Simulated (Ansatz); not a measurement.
AlFH2PSi (charge +1)

The calculation's input:

```
basis:
  gaussian: {orbitals: def2-TZVPD}
crystal:
  periodic: [false, false, false]
  atoms:
    - symbol: Al
      position_ang: [-3.156622, -0.508490, 1.835944]
    - symbol: F
      position_ang: [-3.302215, -1.617349, 3.022672]
    - symbol: P
      position_ang: [-3.025100, 1.047107, 0.254512]
    - symbol: Si
      position_ang: [-1.407100, 0.049121, -0.691025]
    - symbol: H
      position_ang: [-0.856315, 0.684077, -1.908126]
    - symbol: H
      position_ang: [-0.749631, -1.218115, -0.283158]
total_charge: 1
magnetization: {spin_polarized: false, initial_magnetization: 0}
hamiltonian: {xc: {name: PBE0}}
output: {forces: true, orbitals: {seedname: orbitals}}
```

Launched as:

```sh
ansatz run input.yaml --threads 1 --pin off --max-ram 2610MiB --events-out events.jsonl --progress --plain --runs-dir runs
```

Geometry: B3LYP-D3(BJ)/def2-SVP.

Theory: isolated molecule in a Gaussian basis; Kohn-Sham density functional theory, functional PBE0 (Ansatz 0.2.0).

Predict the electron density and electron localisation function between the atoms.

Al–F (1.63 Å): ρ is about 0.97 e/Å³ halfway; the ELF peaks at about 0.85 in the valence shell of F, 0.5 Å from its nucleus, and is about 0.35 at the midpoint.
Si–P (2.12 Å): ρ is about 0.8 e/Å³ halfway; the ELF peaks at about 0.90 between the atoms: a covalent bond.
Al–P (2.22 Å): ρ is about 0.59 e/Å³ halfway; the ELF peaks at about 0.85 in the valence shell of P, 1.1 Å from its nucleus, and is about 0.85 at the midpoint.
Si–H (1.48 Å): ρ at the midpoint is about 0.86 e/Å³; the ELF climbs to about 1 towards the hydrogen, as it does in any bond to H.

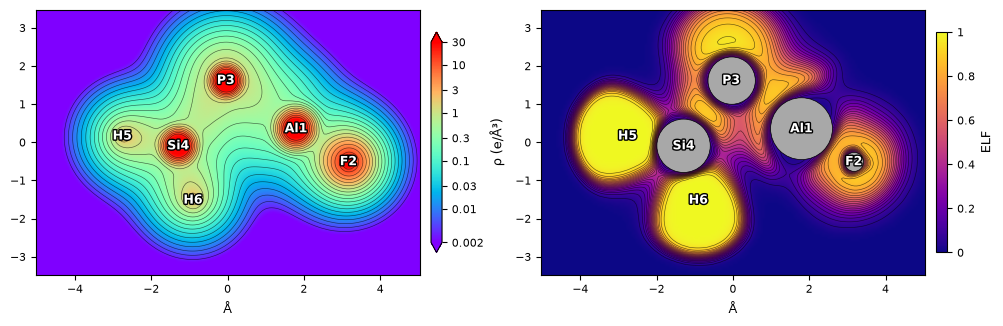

Computed electron density and electron localisation function on the molecular plane, in this order. Grey discs cover the atomic cores in the ELF map. 
